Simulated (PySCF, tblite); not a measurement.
# C₆H₇ClF radical: geometry, infrared bands and EPR parameters

Aim: predict the infrared bands and EPR parameters of C₆H₇ClF radical (`C=C(C)/C(F)=C/[CH]Cl`).

Programs: tblite 0.8.0 and PySCF 2.14.0, with density-fitted response routines of our own. Each step states its level of theory. These are calculated values for one molecule in the gas phase, unless marked as measured. Atoms count from 0, in the outputs and in this text.

**1. Starting geometry**

15 atoms, charge 0, multiplicity 2; geometry from: force field or distance geometry start.

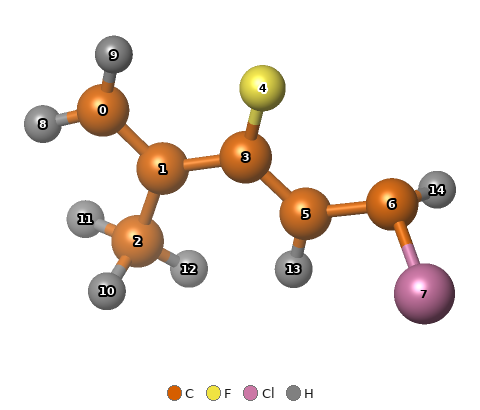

As it starts; carbon orange, fluorine yellow, chlorine pink, hydrogen grey, atoms numbered.

**2. Relaxing the molecule with GFN2-xTB**

Job settings and geometry (Å):

```
{"job": {"kind": "relax", "xc": "GFN2-xTB", "basis": "xTB"}, "charge": 0, "multiplicity": 2}
C     -1.087600     1.019700     1.689000
C     -0.697200     0.371600     0.579000
C     -1.766200    -0.218400    -0.238400
C      0.716900     0.273700     0.273400
F      1.639400     0.831200     1.111800
C      1.142000    -0.374500    -0.799400
C      2.590200    -0.496200    -1.150300
Cl     3.093900    -2.173400    -1.428800
H     -2.164600     1.041400     1.836000
H     -0.393900     1.484500     2.371000
H     -2.071200    -1.220900     0.114900
H     -2.700300     0.414000    -0.077400
H     -1.532400    -0.269500    -1.306000
H      0.432600    -0.833400    -1.468100
H      2.794200     0.158200    -2.045500
```

Run with:

```console
OMP_NUM_THREADS=1 python probes_run.py task.json out
```

One launch serves the whole session: the jobs run in the order shown.

Output:

```text
step      E/eV     max force
  0    -695.40561    2.218
  1    -695.61252    1.367
  2    -695.70228    0.885
  3    -695.75675    0.823
  4    -695.82186    0.783
  5    -695.87004    0.798
  6    -695.92734    0.669
  7    -695.95743    0.563
  8    -695.98762    0.508
  9    -696.02576    0.630
 10    -696.09462    1.016
 11    -696.18489    1.221
 12    -696.32425    1.128
 13    -696.42236    1.287
 14    -696.40835    2.376
 15    -696.55202    0.771
 16    -696.61225    0.598
 17    -696.73059    0.991
 18    -696.78786    0.771
 19    -696.82984    0.567
 20    -696.87202    0.401
 21    -696.89270    0.433
 22    -696.91862    0.391
 23    -696.93779    0.298
 24    -696.94880    0.250
 25    -696.95515    0.214
 26    -696.96100    0.224
 27    -696.96647    0.163
 28    -696.97047    0.125
 29    -696.97262    0.109
 30    -696.97414    0.102
 31    -696.97617    0.096
 32    -696.97879    0.136
 33    -696.98159    0.147
 34    -696.98426    0.127
 35    -696.98679    0.120
 36    -696.98929    0.116
 37    -696.99152    0.122
 38    -696.99326    0.112
 39    -696.99480    0.102
 40    -696.99670    0.105
 41    -696.99928    0.147
 42    -697.00237    0.173
 43    -697.00553    0.176
 44    -697.00877    0.164
 45    -697.01250    0.175
 46    -697.01681    0.200
 47    -697.02136    0.161
 48    -697.02551    0.144
 49    -697.02851    0.114
 50    -697.02986    0.227
 51    -697.03179    0.106
 52    -697.03299    0.078
 53    -697.03462    0.102
 54    -697.03597    0.093
 55    -697.03758    0.109
 56    -697.03886    0.070
 57    -697.03974    0.050
 58    -697.04018    0.057
 59    -697.04038    0.026
 60    -697.04051    0.022
 61    -697.04061    0.017
 62    -697.04067    0.018
 63    -697.04075    0.019
 64    -697.04084    0.021
 65    -697.04098    0.026
 66    -697.04113    0.029
 67    -697.04125    0.032
 68    -697.04135    0.027
 69    -697.04149    0.032
 70    -697.04169    0.039
 71    -697.04192    0.039
 72    -697.04210    0.030
 73    -697.04224    0.030
 74    -697.04237    0.036
 75    -697.04254    0.035
 76    -697.04274    0.031
 77    -697.04290    0.029
 78    -697.04301    0.021
 79    -697.04309    0.025
 80    -697.04317    0.020
 81    -697.04324    0.019
 82    -697.04330    0.018
 83    -697.04335    0.015
 84    -697.04341    0.018
 85    -697.04346    0.015
 86    -697.04349    0.016
 87    -697.04351    0.010
```

It took 0.47 s on 1 thread of Arm Neoverse V2, shared host.

Relaxation path: (not every step is listed)

| step | energy from step 0 (eV) | largest force (eV/Å) |
| --- | --- | --- |
| 0 | 0.0000 | 2.2181 |
| 1 | -0.2069 | 1.3674 |
| 2 | -0.2967 | 0.8852 |
| 3 | -0.3511 | 0.8234 |
| 4 | -0.4162 | 0.7835 |
| 5 | -0.4644 | 0.7976 |
| 6 | -0.5217 | 0.6692 |
| 7 | -0.5518 | 0.5634 |
| 8 | -0.5820 | 0.5083 |
| 15 | -1.1464 | 0.7710 |
| 22 | -1.5130 | 0.3906 |
| 29 | -1.5670 | 0.1090 |
| 36 | -1.5837 | 0.1162 |
| 43 | -1.5999 | 0.1760 |
| 50 | -1.6242 | 0.2272 |
| 57 | -1.6341 | 0.0503 |
| 64 | -1.6352 | 0.0214 |
| 71 | -1.6363 | 0.0393 |
| 78 | -1.6374 | 0.0210 |
| 82 | -1.6377 | 0.0180 |
| 83 | -1.6377 | 0.0154 |
| 84 | -1.6378 | 0.0180 |
| 85 | -1.6378 | 0.0148 |
| 86 | -1.6379 | 0.0160 |
| 87 | -1.6379 | 0.0098 |

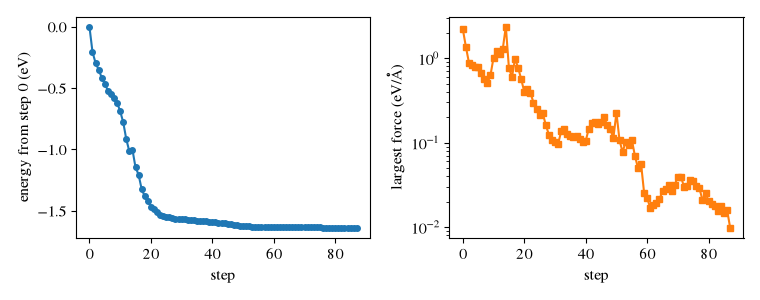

Energy and force, step by step.

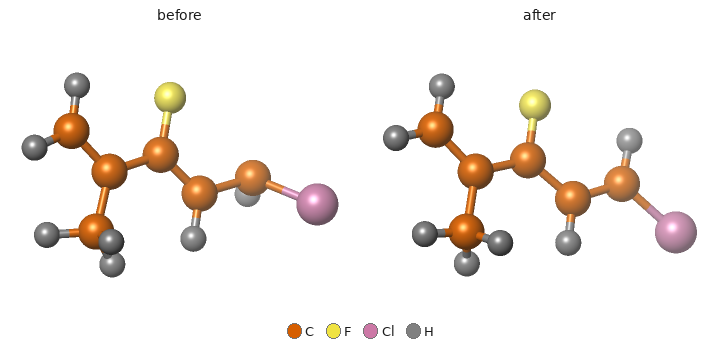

Before and after, at one scale.

Distances of close pairs at the start and the end, largest changes first:

| bond | before (Å) | after (Å) | change (Å) |
| --- | --- | --- | --- |
| C5–C6 | 1.495 | 1.360 | -0.135 |
| C3–C5 | 1.324 | 1.397 | +0.073 |
| C6–Cl7 | 1.773 | 1.703 | -0.070 |
| C2–H11 | 1.139 | 1.086 | -0.053 |
| C6–H14 | 1.127 | 1.078 | -0.050 |
| C1–C2 | 1.469 | 1.502 | +0.033 |
| C1–C3 | 1.450 | 1.420 | -0.030 |
| C2–H10 | 1.106 | 1.089 | -0.017 |

The end geometry stands in the next job.

**3. Harmonic vibrations with GFN2-xTB**

Job settings and geometry (Å):

```
{"job": {"kind": "ir", "xc": "GFN2-xTB", "basis": "xTB"}, "charge": 0, "multiplicity": 2}
C     -1.063698     1.261968     1.583584
C     -0.740359     0.435612     0.563819
C     -1.801247    -0.312565    -0.192272
C      0.612586     0.244119     0.176869
F      1.544390     0.928942     0.887880
C      1.097524    -0.569020    -0.850122
C      2.420096    -0.695227    -1.141930
Cl     2.972053    -1.696606    -2.404185
H     -2.086044     1.406429     1.882022
H     -0.312335     1.802488     2.131175
H     -1.652190    -1.387192    -0.103557
H     -2.781418    -0.065823     0.205331
H     -1.781870    -0.048894    -1.247882
H      0.374617    -1.118726    -1.431101
H      3.193481    -0.177517    -0.598507
```

Output:

```text
mode    cm-1     km/mol
  1      73.5      0.12
  2     109.6      0.21
  3     136.7      0.35
  4     170.0      1.83
  5     183.5      0.41
  6     254.5      0.45
  7     299.0      0.89
  8     369.2      0.79
  9     381.3      0.46
 10     459.6      1.98
 11     523.1      4.42
 12     543.6      9.52
 13     638.3      1.74
 14     678.3      6.26
 15     798.8     26.02
 16     838.6     29.08
 17     855.8     14.23
 18     918.0     24.81
 19     951.5      3.71
 20    1008.1     12.44
 21    1036.4      3.76
 22    1102.4     40.14
 23    1189.9     36.09
 24    1242.1     19.21
 25    1320.5     53.30
 26    1382.1      4.25
 27    1400.4      6.54
 28    1407.5     11.30
 29    1455.1     68.23
 30    1482.2      7.46
 31    1487.1      4.58
 32    1578.0     14.93
 33    3019.5     21.95
 34    3028.1     11.87
 35    3058.9     18.39
 36    3094.3      7.54
 37    3115.6      7.59
 38    3122.6      2.52
 39    3155.7     25.13
```

Run time: 0.39 s. Hardware: 1 thread of Arm Neoverse V2, shared host.

The strongest bands and the atoms that carry them (share of the mass-weighted mode):

| cm⁻¹ | km/mol | atoms |
| --- | --- | --- |
| 799 | 26.0 | C6 28 %, C5 16 %, F4 12 %, Cl7 11 % |
| 839 | 29.1 | H9 39 %, H8 36 %, C0 24 % |
| 918 | 24.8 | H13 68 %, H14 21 %, C5 10 % |
| 1102 | 40.1 | C3 33 %, H13 13 %, H11 10 % |
| 1190 | 36.1 | H14 54 %, H13 19 % |
| 1320 | 53.3 | C3 42 %, C1 23 %, C5 14 % |
| 1455 | 68.2 | C5 41 %, C6 31 % |
| 3156 | 25.1 | H8 47 %, H9 43 %, C0 10 % |

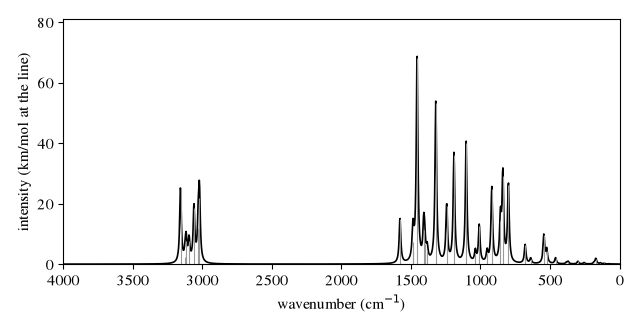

The infrared spectrum from these modes, unscaled. Lines are broadened to a width of 14 cm⁻¹ (Lorentzian).

**4. EPR parameters: B3LYP/pcH-1**

The job, as its differences from that of step 3:

```diff
@@ -1,2 +1,2 @@
-{"job": {"kind": "ir", "xc": "GFN2-xTB", "basis": "xTB"}, "charge": 0, "multiplicity": 2}
+{"job": {"kind": "epr", "basis": "pcH-1"}, "charge": 0, "multiplicity": 2}
 C     -1.063698     1.261968     1.583584
```

Method: UKS B3LYP, pcH-1 on C Cl F H, non-relativistic, mean-field spin-orbit, GIAO.

Output:

```text
UKS, coarse grid
  cycle   1  E = -792.78103414  |g| = 4.32e-01
  cycle   2  E = -792.70418972  |g| = 6.12e-01
  cycle   3  E = -792.85126273  |g| = 9.96e-02
  cycle   4  E = -792.85539722  |g| = 5.34e-02
  cycle   5  E = -792.85704353  |g| = 1.40e-02
  cycle   6  E = -792.85720352  |g| = 6.24e-03
  cycle   7  E = -792.85726600  |g| = 3.47e-03
  cycle   8  E = -792.85727891  |g| = 1.84e-03
  cycle   9  E = -792.85728122  |g| = 6.33e-04
UKS, final grid
  cycle   1  E = -792.85728617  |g| = 1.02e-03
  cycle   2  E = -792.85728502  |g| = 1.87e-03
  cycle   3  E = -792.85728669  |g| = 1.39e-04
  cycle   4  E = -792.85728671  |g| = 4.65e-05
  cycle   5  E = -792.85728671  |g| = 2.80e-05
E = -792.85728671 Eh   <S^2> = 0.7887 (exact 0.7500)
g shifts (ppm)      1          2          3
  rmc          -181       -181       -181
  gc              3         42         44
  oz_so        -309       3608       4345
  total        -487       3469       4208
hyperfine (MHz)  atom isotope    a_iso     a_fc   dipolar eigenvalues
    0   13C      33.58      33.62    -32.09    -30.44     62.53
    1   13C     -36.42     -36.43    -23.43     10.00     13.43
    2   13C       4.11       4.11     -0.52     -0.06      0.58
    3   13C      56.37      56.42    -45.27    -43.15     88.42
    4   19F      60.19      59.92   -111.41    -83.68    195.10
    5   13C     -40.78     -40.81    -26.49     11.00     15.50
    6   13C      51.09      50.79    -42.20    -40.66     82.86
    7  35Cl       3.02       3.08    -17.90    -11.58     29.47
    8    1H     -26.49     -26.50    -15.80     -0.08     15.87
    9    1H     -25.41     -25.42    -12.30     -1.25     13.54
   10    1H     -12.77     -12.77     -1.52     -0.69      2.21
   11    1H      -1.90      -1.90     -1.36     -0.87      2.23
   12    1H     -12.59     -12.59     -1.50     -0.71      2.21
   13    1H      10.25      10.23     -4.15     -2.00      6.16
   14    1H     -33.94     -34.01    -16.58     -1.74     18.32
```

Run time: 71 s. Hardware: 1 thread of Arm Neoverse V2, shared host; peak memory 0.96 GiB.

Principal g values 2.00183, 2.00579, 2.00653; g(iso) = 2.00472, against 2.00232 for a free electron.

Hyperfine couplings; where a row names several nuclei, a(iso) is their mean (it holds for fast rotation or exchange) and the dipolar term the largest among them:

| nuclei | isotope | a(iso) (MHz) | a(iso) (G, at g = 2.0023) | largest dipolar term (MHz) |
| --- | --- | --- | --- | --- |
| F4 | 19F | 60.2 | 21.5 | 195.1 |
| C3 | 13C | 56.4 | 20.1 | 88.4 |
| C6 | 13C | 51.1 | 18.2 | 82.9 |
| C5 | 13C | -40.8 | -14.5 | -26.5 |
| C1 | 13C | -36.4 | -13.0 | -23.4 |
| H14 | 1H | -33.9 | -12.1 | 18.3 |
| C0 | 13C | 33.6 | 12.0 | 62.5 |
| H8 | 1H | -26.5 | -9.5 | 15.9 |
| H9 | 1H | -25.4 | -9.1 | 13.5 |
| H13 | 1H | 10.2 | 3.7 | 6.2 |
| H10, H11, H12 | 1H | -9.1 | -3.2 | 2.2 |
| C2 | 13C | 4.1 | 1.5 | 0.6 |
| Cl7 | 35Cl | 3.0 | 1.1 | 29.5 |

Mulliken spin populations:

C0 0.44; C1 -0.20; C2 0.01; C3 0.47; F4 0.03; C5 -0.22; C6 0.49; Cl7 0.05; H8 -0.02; H9 -0.02; H10 -0.01; H11 0.00; H12 0.00; H13 0.01; H14 -0.02

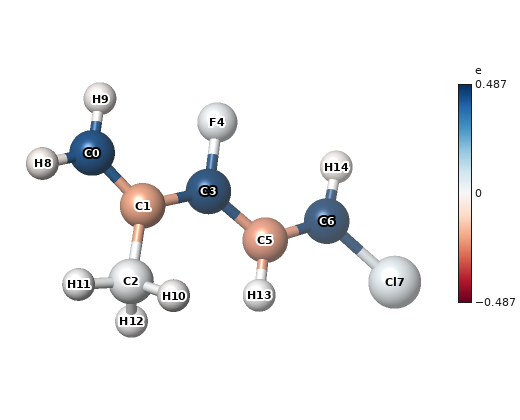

Mulliken spin populations, as colours on the atoms.

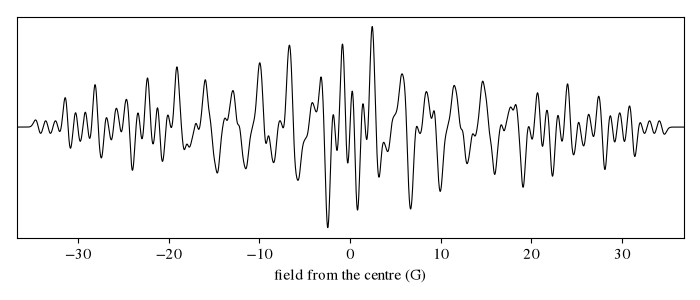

First-order isotropic spectrum (first derivative, main isotopes with spin only, couplings over 0.8 MHz, Gaussian width 0.3 G; couplings of the frozen geometry, rotation of groups not averaged beyond the rows shown).

Orbitals, density, ELF and potential are computed afterwards from the orbital file.

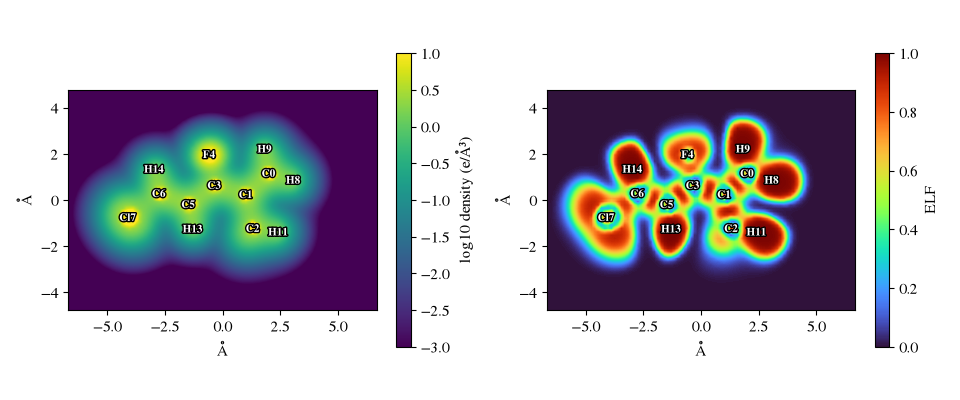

Density (left) and ELF (right) in a plane through or near 13 of the atoms.

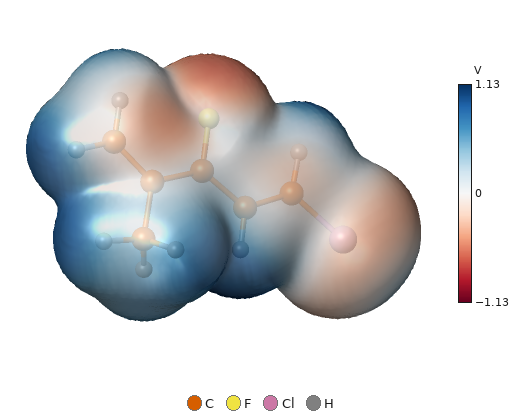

Electrostatic potential on the surface of density 0.002 e/bohr³; red is low, blue high. It runs from -0.61 V near F4 to 1.13 V near H13.

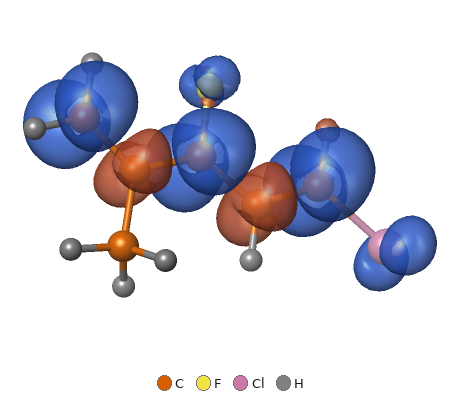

Spin density at ±0.02 e/Å³ (alpha excess blue, beta excess red).

**5. Summary of results**

```
                                 quantity                 value
strongest single infrared mode (GFN2-xTB)  1455 cm⁻¹, 68 km/mol
             zero-point energy (GFN2-xTB)         68.4 kcal/mol
                           g(iso) (B3LYP)               2.00472
                                     ⟨S²⟩    0.789 (exact 0.75)
       largest a(iso) (averaged by class)   19F on F4, 60.2 MHz
    surface potential, least and greatest    -0.61 V and 1.13 V
```

What this shows: Over 87 steps the energy fell by 1.638 eV; of the close pairs, C5–C6 changed most, 1.495 to 1.360 Å. No mode is imaginary among the 39: a minimum at this level. The strongest single mode, at 1455 cm⁻¹, moves mainly C5 and C6. Unscaled tight-binding wavenumbers are off by several per cent, some by more. Its intensities can rank the bands wrongly. The largest spin populations lie on C6 (0.49 e), C3 (0.47 e), C0 (0.44 e). The isotropic g lies 2.4 ppt above the free-electron value.
